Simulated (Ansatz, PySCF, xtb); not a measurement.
CH3Cl (SMILES CCl) and C2H6 (SMILES CC) are pulled apart as rigid monomers along the line of their centres of mass, from the B3LYP-D3(BJ)/def2-TZVP minimum. Starting geometry (charge 0, multiplicity 1):
| atom | x (Å) | y (Å) | z (Å) |
|---|---|---|---|
| C | -0.6717 | -0.9111 | 0.8401 |
| Cl | -0.8430 | 0.8742 | 0.7990 |
| H | -0.5880 | -1.2688 | -0.1815 |
| H | 0.2218 | -1.1551 | 1.4063 |
| H | -1.5509 | -1.3272 | 1.3220 |
| C | 0.7412 | 0.3410 | 4.3095 |
| C | -0.6089 | -0.3567 | 4.4447 |
| H | 1.0635 | 0.3857 | 3.2678 |
| H | 1.5161 | -0.1758 | 4.8794 |
| H | 0.6915 | 1.3685 | 4.6747 |
| H | -1.3738 | 0.1532 | 3.8567 |
| H | -0.9441 | -0.3754 | 5.4835 |
| H | -0.5589 | -1.3921 | 4.0999 |

Interaction energies with rigid monomers; basis-set methods are counterpoise corrected unless marked otherwise.

Correlated levels freeze the cores. Rows in 6-31G* carry no dispersion term and start afresh at each structure (6-31G* with six Cartesian d functions).

Programs: Ansatz (an electronic-structure program) with Gaussian orbitals; PySCF for 6-31G* rows; xtb for the GFN methods. Values without a source in brackets are computed.

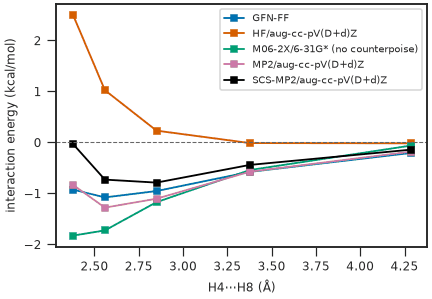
Figure. Interaction energy against separation

Task: Which level binds most strongly at H4···H8 = 2.56, and by how much?

Result: M06-2X/6-31G* (no counterpoise), -1.7 kcal/mol.
